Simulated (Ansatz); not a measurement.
# Cl3HSi: molecular dynamics

Aim: follow the molecule's vibrations and see whether its bonds hold. The start is relaxed first. Runs: 40 steps of 4 fs under a Nosé-Hoover thermostat at 2000 K. SMILES of the start: Cl[SiH](Cl)Cl.

Program: Ansatz 0.2.0. Level of theory: RKS PBE-D4/def2-SVP. These are calculated values, not measurements.

## Step 1: The structure to begin with

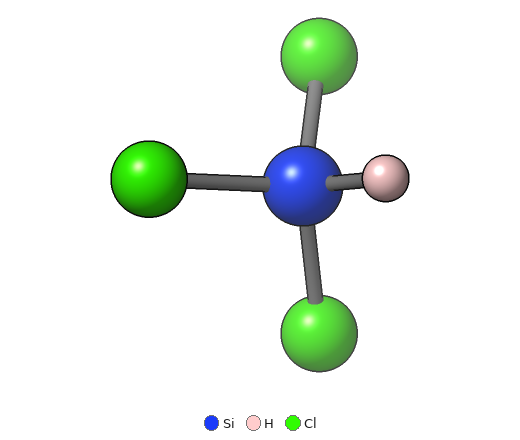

The starting structure, seen from a free direction (silicon blue, hydrogen pink, chlorine green).

Structure file:

```xyz
5

Si    0.0000    0.0000    0.0000
H     0.0000    0.0000    1.4600
Cl    2.0086    0.0000   -0.7093
Cl   -1.0032    1.7381   -0.7093
Cl   -1.0032   -1.7381   -0.7093
```

## Step 2: Preparing the start

Contents of input.yaml:

```yaml
crystal:
  periodic: [false, false, false]
  atoms:
    - { symbol: Si, position_ang: [0.0, 0.0, 0.0] }
    - { symbol: H, position_ang: [0.0, 0.0, 1.46] }
    - { symbol: Cl, position_ang: [2.0086, 0.0, -0.7093] }
    - { symbol: Cl, position_ang: [-1.0032, 1.7381, -0.7093] }
    - { symbol: Cl, position_ang: [-1.0032, -1.7381, -0.7093] }
basis:
  gaussian: { orbitals: def2-SVP }
hamiltonian:
  xc: pbe
  dispersion: d4
relax:
  f_tol: 0.02
  max_steps: 40
```

Launch:

```sh
> ansatz run input.yaml --threads 2 --pin off --max-ram 3072MiB --backend cpu --events-out ev --progress --plain --runs-dir out
```

Output, cut to the lines that bear on the results:

```text
Warning: RAYON_NUM_THREADS=2 ignored (pool sized by the plan → 2); use --threads N
[...]
Functional definition: PBE
[...]
839 factors; their error is unknown
[...]
mean field -45431.91206190 eV, -1669.5919734187 hartree, gradient 3.0e-5 eV, S^2 0.000000; 0 other end points of the search recorded, 0 dependent functions left out
[...]
reference -45431.91208751 eV, -1669.5919743600 hartree; 33, 33 occupied and 44, 44 virtual orbitals, 839 factors
relax step   1: F+E_penalty+E_count = -45432.09241109 eV  Δ(F+E_penalty+E_count) = +0.000e0 eV  max|allowed force component| = 1.615e0 eV/Å  Δτ_max = 0.0000 Å  (25 SCF iters, accepted)
[...]
relax step   3: F+E_penalty+E_count = -45432.22750049 eV  Δ(F+E_penalty+E_count) = -2.747e-3 eV  max|allowed force component| = 1.791e-1 eV/Å  Δτ_max = 0.0179 Å  (27 SCF iters, accepted)
[...]
relax step   4: F+E_penalty+E_count = -45432.22830982 eV  Δ(F+E_penalty+E_count) = -8.093e-4 eV  max|allowed force component| = 8.356e-3 eV/Å  Δτ_max = 0.0071 Å  (27 SCF iters, accepted)
839 factors; their error is unknown
mean field -45432.04301383 eV, -1669.5967858136 hartree, gradient 2.2e-5 eV, S^2 0.000000; 1 other end points of the search recorded, 0 dependent functions left out
[...]
reference -45432.04303943 eV, -1669.5967867542 hartree; 33, 33 occupied and 44, 44 virtual orbitals, 839 factors
Total energy: -45432.22833542 eV, -1669.6035962561 hartree
Atom 0 at     0.000418    -0.000000    -0.015922 Å, force     0.000078     0.000000    -0.003805 eV/Å
Atom 1 at     0.000220     0.000000     1.472685 Å, force    -0.000030     0.000000     0.006724 eV/Å
Atom 2 at     1.940555    -0.000000    -0.707965 Å, force     0.008356    -0.000000    -0.000975 eV/Å
Atom 3 at    -0.969496     1.680130    -0.708349 Å, force    -0.004202     0.007231    -0.000972 eV/Å
Atom 4 at    -0.969496    -1.680130    -0.708349 Å, force    -0.004202    -0.007231    -0.000972 eV/Å
Dipole moment:    -0.000039    -0.000000     0.182438 e Å
```

Wall time 2 s (2 threads of AMD EPYC 9R45 (Zen 5), shared host); peak memory 0.16 GiB.

Relaxation path:

```csv
step,energy from step 1 (eV),largest force component (eV/Å)
1,0.0000,1.6149
2,-0.1323,0.4119
3,-0.1351,0.1791
4,-0.1359,0.0084
```

Step 1 is the start.

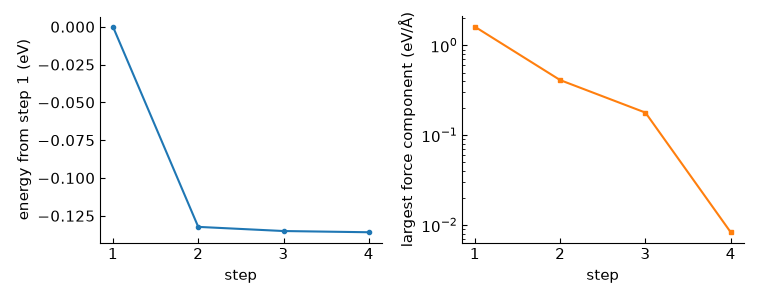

Energy and largest force along the relaxation.

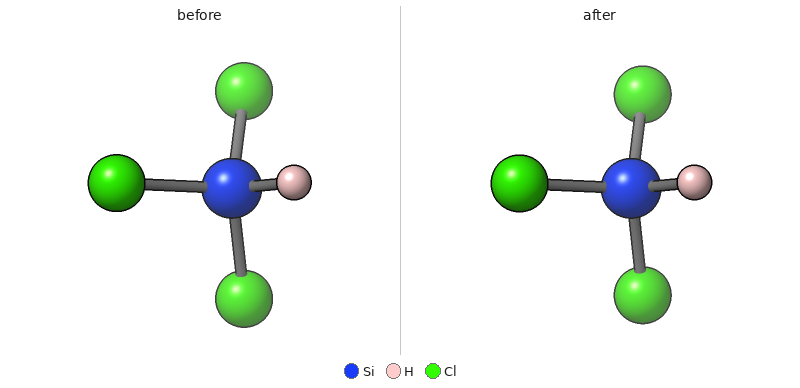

Before and after, at one scale.

After: Bond lengths: Si1–H2 1.489 Å, Si1–Cl3 2.060 Å, Si1–Cl4 2.060 Å, Si1–Cl5 2.060 Å. Angles: H2–Si1–Cl3 109.6°, H2–Si1–Cl4 109.6°, H2–Si1–Cl5 109.6°, Cl3–Si1–Cl4 109.3°, Cl3–Si1–Cl5 109.3°, Cl4–Si1–Cl5 109.3°.

## Step 3: Dynamics

40 steps of 4 fs under a Nosé-Hoover thermostat at 2000 K, from the relaxed start.

Contents of input.yaml:

```yaml
crystal:
  periodic: [false, false, false]
  atoms:
    - { symbol: Si, position_ang: [0.000418, 0.0, -0.015922] }
    - { symbol: H, position_ang: [0.00022, 0.0, 1.472685] }
    - { symbol: Cl, position_ang: [1.940555, 0.0, -0.707965] }
    - { symbol: Cl, position_ang: [-0.969496, 1.68013, -0.708349] }
    - { symbol: Cl, position_ang: [-0.969496, -1.68013, -0.708349] }
basis:
  gaussian: { orbitals: def2-SVP }
hamiltonian:
  xc: pbe
  dispersion: d4
md:
  timestep: 4.0
  n_steps: 40
  ensemble: nvt_nose_hoover
  temperature: 2000.0
  initial_velocities: maxwell_boltzmann
  seed: 372944
  nose_hoover: { tau: 100.0, chain_length: 5 }
```

Launch:

```sh
> ansatz run input.yaml --threads 2 --pin off --max-ram 3072MiB --backend cpu --events-out ev --progress --plain --runs-dir out
```

Output, cut to the lines that bear on the results:

```text
Warning: RAYON_NUM_THREADS=2 ignored (pool sized by the plan → 2); use --threads N
[...]
Functional definition: PBE
[...]
839 factors; their error is unknown
[...]
mean field -45432.04301376 eV, -1669.5967858108 hartree, gradient 3.4e-5 eV, S^2 0.000000; 0 other end points of the search recorded, 0 dependent functions left out
[...]
reference -45432.04303935 eV, -1669.5967867514 hartree; 33, 33 occupied and 44, 44 virtual orbitals, 839 factors
md step     0: t =     0.00 fs  T =  2000.0 K  F+E_penalty+E_count = -45432.22830974 eV  E_kin = 0.775560 eV  conserved = -45431.45274975 eV  (24 SCF iters)
[...]
md step    10: t =    40.00 fs  T =   154.2 K  F+E_penalty+E_count = -45426.71481080 eV  E_kin = 0.059793 eV  conserved = -45426.57100570 eV  (28 SCF iters, 19 dispersion substeps)
[...]
md step    39: t =   156.00 fs  T =  4397.8 K  F+E_penalty+E_count = -45426.60059549 eV  E_kin = 1.705365 eV  conserved = -44766.44858486 eV  (25 SCF iters, 79 dispersion substeps)
[...]
md step    40: t =   160.00 fs  T =  4092.3 K  F+E_penalty+E_count = -45426.67976356 eV  E_kin = 1.586912 eV  conserved = -44766.45226300 eV  (47 SCF iters, 79 dispersion substeps)
Total energy: -45426.67980995 eV, -1669.3996917061 hartree
Atom 0 at    -0.055378    -0.067455    -1.481014 Å, force     0.659025     0.605329    -1.643281 eV/Å
Atom 1 at     5.917046     7.567170    55.294966 Å, force    -0.000007    -0.000004    -0.000031 eV/Å
Atom 2 at     1.832220    -0.033387    -0.791954 Å, force     1.396219    -0.114424     0.425450 eV/Å
Atom 3 at    -0.955508     1.572522    -0.789758 Å, force    -0.945337     1.437681     0.547936 eV/Å
Atom 4 at    -0.999187    -1.700862    -0.912648 Å, force    -1.109900    -1.928582     0.669926 eV/Å
Dipole moment:    -0.543930    -0.685211    -4.831859 e Å
```

It took 15 s on 2 threads of AMD EPYC 9R45 (Zen 5), shared host; peak memory 0.16 GiB.

## Step 4: Frames and traces

The trajectory, every 2 steps (energies from step 0):

```csv
time (fs),T (K),potential energy change (meV/atom),conserved energy change (meV/atom)
0.0,2000,0.0,0.00
8.0,8617,497.9,1012.62
16.0,2251,950.1,980.01
24.0,1185,1024.7,975.83
32.0,620,1066.4,975.68
40.0,154,1102.7,976.35
48.0,190,1099.8,976.27
56.0,698,1060.2,975.90
64.0,1530,998.1,977.30
72.0,4608,778.5,993.19
80.0,350538,4219.5,33522.40
88.0,389591,1321.9,133011.96
96.0,130772,1082.3,132998.85
104.0,59231,1122.2,133000.74
112.0,31177,1190.4,133001.95
120.0,18943,1194.6,133002.04
128.0,13110,1141.1,133001.14
136.0,9802,1083.4,132999.52
144.0,7140,1085.0,132999.07
152.0,4994,1124.8,133000.83
160.0,4092,1109.7,133000.10
```

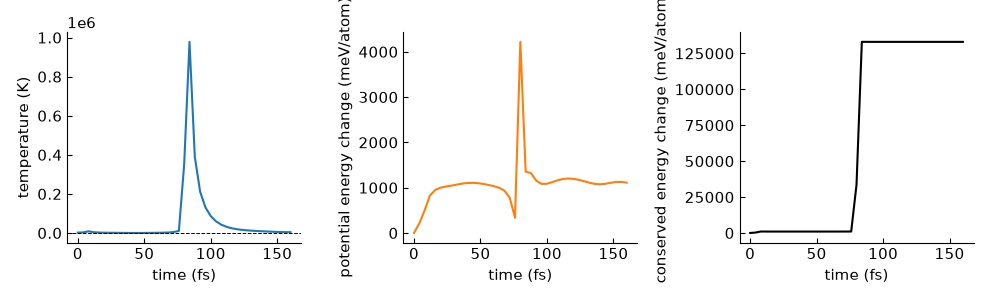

Traces against time; each panel has its own scale. The dashed line is the set temperature.

Bonds that form or break, judged by distance (formed within 1.15 times the sum of covalent radii and held on average over 12 fs, broken when stretched by half; pairs already stretched at the start don't count as bonds):

```csv
time (fs),bond,event
8.0,Si1–H2,breaks
```

## Step 5: Results

```
                              quantity                                 value
               relaxation of the start               3 moves, 0.136 eV lower
                                length                      40 steps of 4 fs
      temperature, first and last step                       2000 and 4092 K
              temperature, second half  mean 114611 K, from 4092 to 978252 K
         potential energy, second half         +1296 meV/atom from the start
largest change of the conserved energy                    133027.23 meV/atom
                bonds formed or broken                                     1
```

In words: The run blows up, reaching 978252 K, so it describes no real motion. 160 fs on 5 atoms is far too short and small for converged averages. The nuclei move classically, without zero-point motion, which matters most for hydrogen.
